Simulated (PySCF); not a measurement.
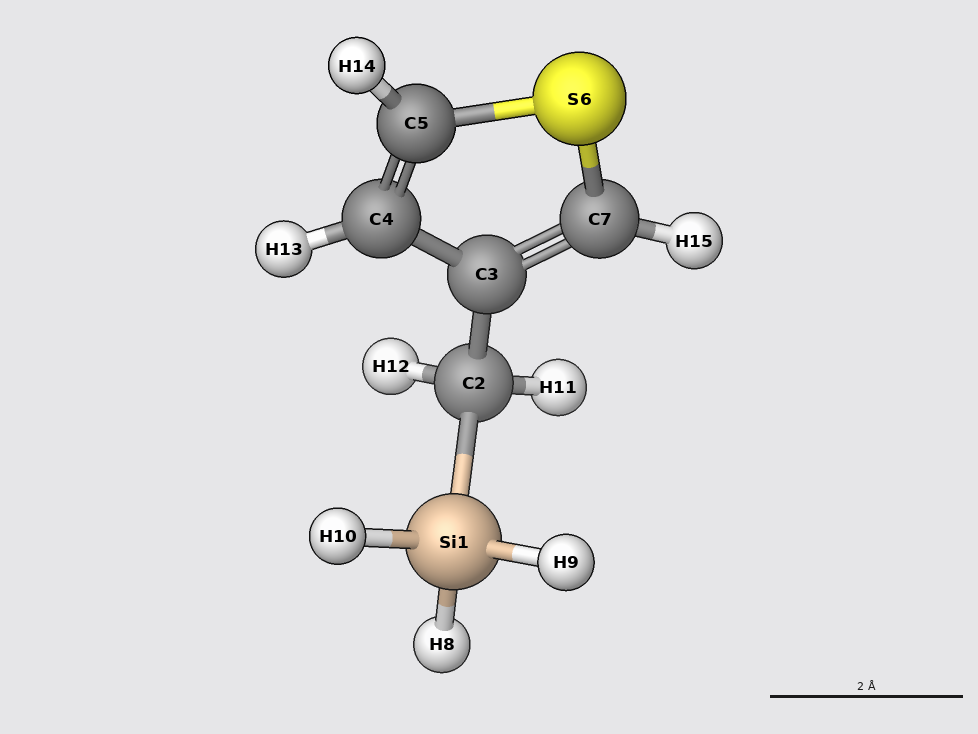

The view is orthographic, and the bar gives the scale. The computed structure is the end point of a GFN2-xTB optimisation. No frequency run is at hand to confirm it as a minimum.

Reconstruct the coordinates (Å) as seen: x to the right, y up, z towards the viewer, origin at the mean of the atomic positions.

```xyz
15
C5H8SSi
Si  -0.15  -2.24  -0.24
C    0.06  -0.58  -1.17
C    0.20   0.55  -0.22
C   -0.90   1.13   0.47
C   -0.54   2.13   1.32
S    1.16   2.38   1.31
C    1.37   1.13   0.15
H   -0.27  -3.31  -1.23
H    1.02  -2.45   0.60
H   -1.36  -2.18   0.58
H    0.94  -0.63  -1.81
H   -0.80  -0.41  -1.82
H   -1.92   0.82   0.32
H   -1.16   2.73   1.95
H    2.36   0.91  -0.20
```
